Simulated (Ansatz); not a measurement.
**Re (P6_3/mmc): the Drude term of Re ε in the infrared**

Re ε of Re (P6_3/mmc) along x at low photon energies is read from one computed spectrum; the carriers' damping was typed as γ = 0.03 eV. x, y and z are the Cartesian axes of the input cell.

It takes space group P6_3/mmc (No. 194, hexagonal). The conventional cell has a = 2.761 Å, b = 2.761 Å, c = 4.458 Å, α = 90.00°, β = 90.00°, γ = 120.00°. Re on site c has 12 Re at 2.74 to 2.76 Å as nearest neighbours.

Method: Ansatz 0.2.0, PBE, independent particles, k-mesh 15×15×8 with interpolation inside its cells, Gaussian parameter 0.1 eV.

Launch of the response step: `ansatz run input.yaml --threads 4 --pin off --max-ram 8192MiB --backend cpu --events-out ev --progress --plain --runs-dir out`. The run took 70 s, on 4 threads of Intel(R) Xeon(R) Platinum 8488C (Sapphire Rapids), with other jobs on the host.

```
photon energy E (eV)  wavelength (µm)    Re ε
                0.25             4.96  -666.1
                0.30             4.13  -451.9
                0.35             3.54  -330.0
                0.40             3.10       ?
                0.50             2.48  -181.7
                0.60             2.07  -130.3
                0.70             1.77   -90.8
```

A Drude term over a constant background gives Re ε = ε_b − ωp²/(E² + γ²), linear in 1/(E² + γ²).

Working, on the rows shown:

| x = 1/(E² + γ²) (eV⁻²) | y = Re ε |
| --- | --- |
| 15.7729 | -666.1 |
| 11.0011 | -451.9 |
| 8.10373 | -330 |
| 3.98565 | -181.7 |
| 2.77085 | -130.3 |
| 2.03707 | -90.8 |

Means: x̄ = 7.2785, ȳ = -308.47. Σ(x − x̄)(y − ȳ) = -5951, Σ(x − x̄)² = 145.3. Slope = -5951 / 145.3 = -40.95; intercept = ȳ − slope · x̄ = -10.418. The line misses the rows shown by at most 12.

Fill in the last column of the withheld row.

At x = 6.215 the line gives y = -264.92. The run gave -258.1, so the interpolation is off by 6.8, 1.2 % of the range in the table.

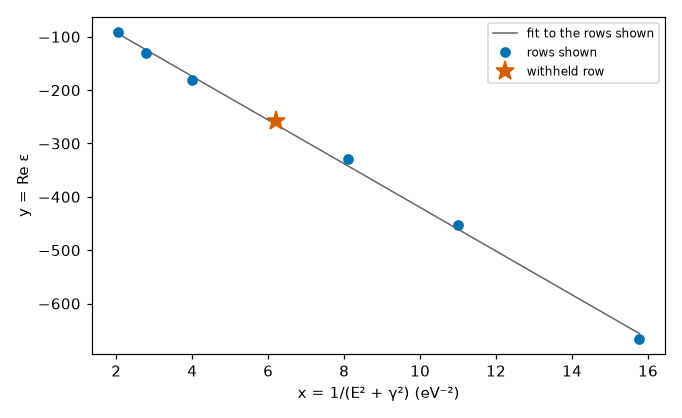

Refitted with all rows, the slope is -40.99 and the intercept -9.1412. These give ωp = √(−slope) = 6.40 eV, against 7.00 eV from the program's Fermi-surface sum, and an intercept of -9.1. Taking the program's Drude term off the rows leaves 106 at the lowest energy and 9 at the highest, so the background isn't constant: interband transitions lie in or near the window, and neither fitted number can be trusted. The values come from a sum over the points of one k-mesh and carry its error, which is largest for Fermi-surface quantities. Spin-orbit coupling is left out.

[Logs are printed without paths, hosts, clocks, repeated set-up lines and the standing remarks that a program may print on its own settings, such as how far it seeks lower states.]
